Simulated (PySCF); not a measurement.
# C₂H₈FNSi: NMR shifts at several levels of theory, part 2 of 2

PySCF 2.14.0. Atoms count from 0. Earlier steps stand in the parts before.

## 8. NMR shieldings: PBE0/cc-pVTZ

What the job is given:

```
{"job": {"kind": "nmr", "xc": "PBE0", "basis": "cc-pVTZ", "pop": true}, "charge": 0, "multiplicity": 1}
C     -1.716802     0.636563     0.102674
N     -1.012045    -0.532753    -0.366348
Si     0.672979    -0.685803    -0.628027
C      1.654399     0.120479     0.730847
F      1.173029     0.027758    -2.015211
H     -2.504404     0.373585     0.829592
H     -2.189658     1.220451    -0.708479
H     -1.021393     1.313147     0.621704
H     -1.612287    -1.225235    -0.800224
H      0.948461    -2.137375    -0.804911
H      1.456335     1.202455     0.781626
H      1.423909    -0.322877     1.711057
H      2.730831    -0.002695     0.537644
```

With the program's defaults for keys left out, this is: GIAO PBE0/cc-pVTZ NMR shielding, non-relativistic, gas phase.

What it wrote:

```text
coarse grid: 10904 points
cycle   1  E = -524.8482756125  dE =  2.240e-01  |g| = 6.776e-01  |ddm| = 6.663e+00
cycle   2  E = -524.7764954152  dE =  7.178e-02  |g| = 9.772e-01  |ddm| = 2.019e+00
cycle   3  E = -524.9319812333  dE = -1.555e-01  |g| = 8.050e-02  |ddm| = 1.132e+00
cycle   4  E = -524.9330013785  dE = -1.020e-03  |g| = 3.510e-02  |ddm| = 1.536e-01
cycle   5  E = -524.9332436612  dE = -2.423e-04  |g| = 6.851e-03  |ddm| = 5.217e-02
cycle   6  E = -524.9332514387  dE = -7.778e-06  |g| = 3.186e-03  |ddm| = 1.125e-02
cycle   7  E = -524.9332535115  dE = -2.073e-06  |g| = 2.881e-04  |ddm| = 4.453e-03
final grid: 99920 points
cycle   8  E = -524.9326513630  dE = -5.854e-05  |g| = 7.759e-03  |ddm| = 8.532e-02
cycle   9  E = -524.9326445711  dE =  6.792e-06  |g| = 9.445e-03  |ddm| = 2.681e-02
cycle  10  E = -524.9326649757  dE = -2.040e-05  |g| = 8.416e-04  |ddm| = 1.439e-02
cycle  11  E = -524.9326651022  dE = -1.265e-07  |g| = 2.897e-04  |ddm| = 1.331e-03
cycle  12  E = -524.9326651179  dE = -1.565e-08  |g| = 5.206e-05  |ddm| = 3.880e-04
cycle  13  E = -524.9326651183  dE = -4.362e-10  |g| = 2.219e-05  |ddm| = 7.329e-05
converged SCF energy = -524.9326651183

GIAO shielding tensors (ppm)
atom      isotropic    diamagn.    paramagn.     s11        s22        s33       span
  0 C      158.624     240.646     -82.022    135.319    152.597    187.956     52.637
  1 N      221.466     304.920     -83.454    190.920    219.941    253.536     62.616
  2 Si     360.695     887.269    -526.574    329.553    357.728    394.805     65.252
  3 C      192.694     245.355     -52.661    181.273    192.345    204.462     23.189
  4 F      321.226     465.963    -144.736    263.081    330.790    369.808    106.727
  5 H       28.722      28.940      -0.218     23.959     26.509     35.698     11.739
  6 H       28.581      28.922      -0.342     23.558     26.452     35.732     12.175
  7 H       28.668      30.856      -2.189     24.057     29.056     32.891      8.834
  8 H       30.257      30.007       0.250     22.290     28.862     39.617     17.327
  9 H       26.537      29.683      -3.146     23.472     24.295     31.843      8.371
 10 H       30.689      30.841      -0.152     26.705     29.275     36.086      9.380
 11 H       31.430      30.036       1.393     27.052     28.798     38.440     11.389
 12 H       31.092      28.827       2.265     27.068     28.275     37.931     10.863
```

Wall time 42 s (1 thread of Intel Xeon Platinum 8175M at 2.50GHz, shared host); peak memory 1 GiB.

This run: δ C0 28.7, C3 -5.4, N1 45.3, Si2 -0.7, H9 4.75, H5 2.63 ppm (means over like atoms).

## 9. Shielding tensors: PBE0/aug-cc-pVDZ

The job, as its differences from that of step 8:

```diff
@@ -1,2 +1,2 @@
-{"job": {"kind": "nmr", "xc": "PBE0", "basis": "cc-pVTZ", "pop": true}, "charge": 0, "multiplicity": 1}
+{"job": {"kind": "nmr", "xc": "PBE0", "basis": "aug-cc-pVDZ", "pop": true}, "charge": 0, "multiplicity": 1}
 C     -1.716802     0.636563     0.102674
```

With the program's defaults for keys left out, this is: GIAO PBE0/aug-cc-pVDZ NMR shielding, non-relativistic, gas phase.

What it wrote:

```text
coarse grid: 10904 points
cycle   1  E = -524.7628954099  dE =  2.661e-01  |g| = 6.228e-01  |ddm| = 7.501e+00
cycle   2  E = -524.6957611345  dE =  6.713e-02  |g| = 8.905e-01  |ddm| = 2.167e+00
cycle   3  E = -524.8399503487  dE = -1.442e-01  |g| = 7.632e-02  |ddm| = 1.157e+00
cycle   4  E = -524.8409936657  dE = -1.043e-03  |g| = 2.819e-02  |ddm| = 1.683e-01
cycle   5  E = -524.8411700981  dE = -1.764e-04  |g| = 6.192e-03  |ddm| = 5.059e-02
cycle   6  E = -524.8411770312  dE = -6.933e-06  |g| = 2.834e-03  |ddm| = 1.214e-02
final grid: 99920 points
cycle   7  E = -524.8499419176  dE = -1.358e-05  |g| = 9.338e-03  |ddm| = 1.097e-01
cycle   8  E = -524.8499208211  dE =  2.110e-05  |g| = 1.352e-02  |ddm| = 3.477e-02
cycle   9  E = -524.8499623334  dE = -4.151e-05  |g| = 1.064e-03  |ddm| = 1.946e-02
cycle  10  E = -524.8499625704  dE = -2.370e-07  |g| = 1.638e-04  |ddm| = 1.804e-03
cycle  11  E = -524.8499625753  dE = -4.955e-09  |g| = 5.844e-05  |ddm| = 3.455e-04
cycle  12  E = -524.8499625759  dE = -5.441e-10  |g| = 2.488e-05  |ddm| = 1.292e-04
converged SCF energy = -524.8499625759

GIAO shielding tensors (ppm)
atom      isotropic    diamagn.    paramagn.     s11        s22        s33       span
  0 C      167.492     200.417     -32.925    145.644    159.778    197.056     51.413
  1 N      229.949     280.795     -50.846    200.270    229.831    259.746     59.475
  2 Si     413.032     874.294    -461.262    381.721    412.316    445.060     63.338
  3 C      200.535     190.422      10.113    189.499    200.310    211.797     22.298
  4 F      339.572     477.785    -138.213    293.278    352.635    372.805     79.527
  5 H       28.680      25.785       2.895     23.865     26.533     35.641     11.777
  6 H       28.557      24.803       3.753     23.504     26.465     35.701     12.197
  7 H       28.658      26.247       2.411     23.987     28.998     32.989      9.002
  8 H       30.306      35.152      -4.846     22.432     29.001     39.486     17.053
  9 H       26.390      22.929       3.461     23.117     24.046     32.006      8.889
 10 H       30.703      24.157       6.546     26.773     29.241     36.094      9.322
 11 H       31.406      24.917       6.489     27.024     28.759     38.435     11.412
 12 H       31.088      30.396       0.692     27.061     28.344     37.859     10.797
```

It took 26 s on 1 thread of Intel Xeon Platinum 8175M at 2.50GHz, shared host; peak memory 0.88 GiB.

In short: δ C0 27.6, C3 -5.4, N1 39.9, Si2 3.7, H9 5.01, H5 2.76 ppm (means over like atoms).

## 10. Shielding tensors: PBE0/IGLO-III

The job, as its differences from that of step 9:

```diff
@@ -1,2 +1,2 @@
-{"job": {"kind": "nmr", "xc": "PBE0", "basis": "aug-cc-pVDZ", "pop": true}, "charge": 0, "multiplicity": 1}
+{"job": {"kind": "nmr", "xc": "PBE0", "basis": "IGLO-III", "pop": true}, "charge": 0, "multiplicity": 1}
 C     -1.716802     0.636563     0.102674
```

With the program's defaults for keys left out, this is: GIAO PBE0/IGLO-III NMR shielding, non-relativistic, gas phase.

What it wrote:

```text
coarse grid: 10904 points
cycle   1  E = -524.8594834244  dE =  2.077e-01  |g| = 6.897e-01  |ddm| = 2.342e+00
cycle   2  E = -524.7823890687  dE =  7.709e-02  |g| = 9.994e-01  |ddm| = 8.432e-01
cycle   3  E = -524.9435549999  dE = -1.612e-01  |g| = 8.836e-02  |ddm| = 5.094e-01
cycle   4  E = -524.9446526598  dE = -1.098e-03  |g| = 4.037e-02  |ddm| = 5.801e-02
cycle   5  E = -524.9449720216  dE = -3.194e-04  |g| = 7.862e-03  |ddm| = 2.319e-02
cycle   6  E = -524.9449816536  dE = -9.632e-06  |g| = 3.531e-03  |ddm| = 5.259e-03
cycle   7  E = -524.9449841842  dE = -2.531e-06  |g| = 3.569e-04  |ddm| = 2.000e-03
final grid: 99920 points
cycle   8  E = -524.9486138975  dE = -7.381e-05  |g| = 7.710e-03  |ddm| = 3.482e-02
cycle   9  E = -524.9486073288  dE =  6.569e-06  |g| = 9.283e-03  |ddm| = 8.966e-03
cycle  10  E = -524.9486267680  dE = -1.944e-05  |g| = 8.560e-04  |ddm| = 4.992e-03
cycle  11  E = -524.9486268839  dE = -1.159e-07  |g| = 4.032e-04  |ddm| = 5.869e-04
cycle  12  E = -524.9486269151  dE = -3.118e-08  |g| = 5.902e-05  |ddm| = 2.055e-04
cycle  13  E = -524.9486269156  dE = -4.982e-10  |g| = 2.450e-05  |ddm| = 3.436e-05
converged SCF energy = -524.9486269156

GIAO shielding tensors (ppm)
atom      isotropic    diamagn.    paramagn.     s11        s22        s33       span
  0 C      154.483     247.999     -93.516    130.236    148.184    185.028     54.792
  1 N      215.605     308.036     -92.431    180.684    215.540    250.591     69.907
  2 Si     356.315     889.600    -533.285    326.874    347.499    394.571     67.697
  3 C      189.279     250.824     -61.545    177.655    189.179    201.002     23.347
  4 F      316.828     473.267    -156.439    261.487    326.824    362.173    100.686
  5 H       28.772      28.533       0.240     24.003     26.632     35.681     11.678
  6 H       28.615      28.770      -0.155     23.594     26.521     35.731     12.137
  7 H       28.708      32.093      -3.385     24.085     29.160     32.880      8.796
  8 H       30.278      31.001      -0.723     22.484     29.096     39.256     16.772
  9 H       26.466      29.310      -2.844     23.435     24.238     31.726      8.291
 10 H       30.755      30.279       0.476     26.851     29.341     36.073      9.221
 11 H       31.466      29.604       1.863     27.147     28.891     38.361     11.214
 12 H       31.140      27.888       3.251     27.132     28.412     37.875     10.743
```

It took 40 s on 1 thread of Intel Xeon Platinum 8175M at 2.50GHz, shared host; peak memory 1 GiB.

Key values: δ C0 29.3, C3 -5.5, N1 44.9, Si2 -11.0, H9 4.91, H5 2.68 ppm (means over like atoms).

## 11. NMR shieldings: PBE0/pcSseg-0

The job, as its differences from that of step 10:

```diff
@@ -1,2 +1,2 @@
-{"job": {"kind": "nmr", "xc": "PBE0", "basis": "IGLO-III", "pop": true}, "charge": 0, "multiplicity": 1}
+{"job": {"kind": "nmr", "xc": "PBE0", "basis": "pcSseg-0", "pop": true}, "charge": 0, "multiplicity": 1}
 C     -1.716802     0.636563     0.102674
```

With the program's defaults for keys left out, this is: GIAO PBE0/pcSseg-0 NMR shielding, non-relativistic, gas phase.

What it wrote:

```text
coarse grid: 10904 points
cycle   1  E = -523.8758979713  dE =  1.993e-01  |g| = 5.991e-01  |ddm| = 3.356e+00
cycle   2  E = -523.8359566992  dE =  3.994e-02  |g| = 8.037e-01  |ddm| = 1.625e+00
cycle   3  E = -523.9427866115  dE = -1.068e-01  |g| = 5.881e-02  |ddm| = 9.472e-01
cycle   4  E = -523.9433781694  dE = -5.916e-04  |g| = 2.525e-02  |ddm| = 8.414e-02
cycle   5  E = -523.9435087195  dE = -1.306e-04  |g| = 4.649e-03  |ddm| = 2.755e-02
cycle   6  E = -523.9435131702  dE = -4.451e-06  |g| = 1.644e-03  |ddm| = 6.468e-03
final grid: 99920 points
cycle   7  E = -523.9435547572  dE = -9.747e-06  |g| = 5.602e-03  |ddm| = 1.500e-02
cycle   8  E = -523.9435516136  dE =  3.144e-06  |g| = 6.861e-03  |ddm| = 1.232e-02
cycle   9  E = -523.9435612699  dE = -9.656e-06  |g| = 4.519e-04  |ddm| = 6.914e-03
cycle  10  E = -523.9435613131  dE = -4.315e-08  |g| = 9.191e-05  |ddm| = 4.820e-04
cycle  11  E = -523.9435613148  dE = -1.714e-09  |g| = 3.292e-05  |ddm| = 1.358e-04
cycle  12  E = -523.9435613149  dE = -1.738e-10  |g| = 1.049e-05  |ddm| = 4.138e-05
converged SCF energy = -523.9435613149

GIAO shielding tensors (ppm)
atom      isotropic    diamagn.    paramagn.     s11        s22        s33       span
  0 C      162.032     243.408     -81.377    138.280    155.764    192.051     53.771
  1 N      239.267     329.701     -90.433    217.036    232.880    267.885     50.849
  2 Si     350.122     875.386    -525.264    307.011    358.095    385.260     78.249
  3 C      198.095     262.432     -64.337    185.375    199.426    209.485     24.110
  4 F      352.251     474.351    -122.100    297.886    341.442    417.424    119.538
  5 H       30.069      28.477       1.592     24.926     27.684     37.597     12.671
  6 H       30.148      28.261       1.888     24.977     27.858     37.611     12.634
  7 H       30.233      29.252       0.982     24.838     30.610     35.252     10.414
  8 H       33.072      33.267      -0.195     24.028     30.312     44.876     20.849
  9 H       27.384      28.865      -1.482     23.298     24.392     34.462     11.165
 10 H       32.210      31.905       0.305     27.742     30.889     37.998     10.256
 11 H       32.943      31.661       1.283     28.086     30.311     40.434     12.348
 12 H       32.694      30.981       1.713     28.175     29.739     40.168     11.993
```

It took 7.1 s on 1 thread of Intel Xeon Platinum 8175M at 2.50GHz, shared host; peak memory 0.43 GiB.

Key values: δ C0 31.5, C3 -4.6, N1 26.8, Si2 -1.6, H9 5.45, H5 2.68 ppm (means over like atoms).

## 12. Run by run: NMR shifts

Shifts (ppm) of some atoms, chosen among heavy atoms and hydrogens apart, with basis size and wall time:

| run | C0 | C3 | H9 | H8 | N1 | Si2 | F4 | functions | time |
| --- | --- | --- | --- | --- | --- | --- | --- | --- | --- |
| PBE0/6-31G* | 28.5 | -3.7 | 5.00 | 0.67 | 32.3 | 4.8 | -127.9 | 90 | 11 s |
| PBE0/6-311+G(2d,p) | 28.1 | -5.2 | 4.95 | 0.96 | 44.7 | -6.1 | -146.2 | 191 | 25 s |
| PBE0/def2-SVP | 27.0 | -4.8 | 4.63 | 0.65 | 38.9 | -12.8 | -114.1 | 114 | 13 s |
| PBE0/def2-TZVP | 29.0 | -5.7 | 4.96 | 0.97 | 47.3 | -9.2 | -136.6 | 209 | 29 s |
| PBE0/cc-pVDZ | 28.4 | -4.2 | 4.55 | 0.68 | 42.8 | -6.6 | -132.8 | 114 | 13 s |
| PBE0/cc-pVTZ | 28.7 | -5.4 | 4.75 | 1.03 | 45.3 | -0.7 | -138.6 | 266 | 42 s |
| PBE0/aug-cc-pVDZ | 27.6 | -5.4 | 5.01 | 1.09 | 39.9 | 3.7 | -145.4 | 191 | 26 s |
| PBE0/IGLO-III | 29.3 | -5.5 | 4.91 | 1.10 | 44.9 | -11.0 | -142.2 | 264 | 40 s |
| PBE0/pcSseg-0 | 31.5 | -4.6 | 5.45 | -0.24 | 26.8 | -1.6 | -173.9 | 65 | 7.1 s |

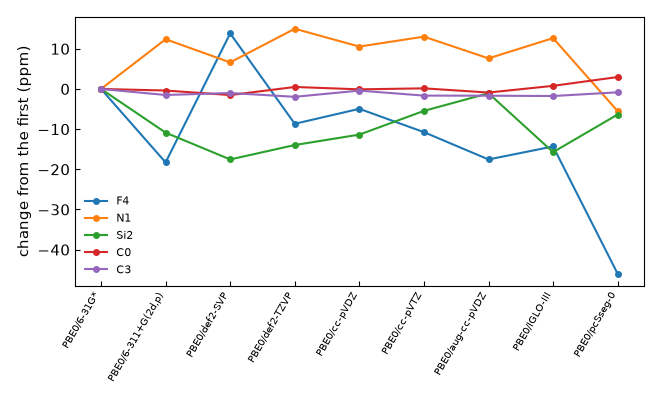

How five of the tabulated atoms move from run to run.

## 13. Results

The summary covers parts 1 to 2.

```
                                                            quantity                       value
                                                         point group                          C1
                                rotational constants (main isotopes)        5.10, 2.84, 2.27 GHz
                                ¹³C shifts against TMS (PBE0/6-31G*)              28.5, -3.7 ppm
¹H shifts against TMS (PBE0/6-31G*, means over atoms taken as alike)  5.00, 2.54, 0.67, 0.10 ppm
                                ¹⁵N shifts against NH3 (PBE0/6-31G*)                    32.3 ppm
                               ²⁹Si shifts against TMS (PBE0/6-31G*)                     4.8 ppm
                              ¹⁹F shifts against CFCl3 (PBE0/6-31G*)                  -127.9 ppm
                                            range of the shift of F4        -173.9 to -114.1 ppm
```

**Reading.** Single values in the summary come from the first sound run of each kind (PBE0/6-31G*), which need not be the best level. The start of the PBE0/def2-SVP relaxation was shaken at random by about 0.01 Å, so part of the energy gained, and of the first lengths quoted, undoes that. The optimisation took 19 steps and gained 0.378 eV; among the close pairs (by a distance rule), C3–H12 changed most, from 1.025 to 1.101 Å. At PBE0/6-31G*: The largest span, 108 ppm, is at F4, where the paramagnetic term is -143 ppm. Across the 9 runs the shift of F4 moves most, between -173.9 (PBE0/pcSseg-0) and -114.1 ppm (PBE0/def2-SVP). Part of that comes from the computed reference.
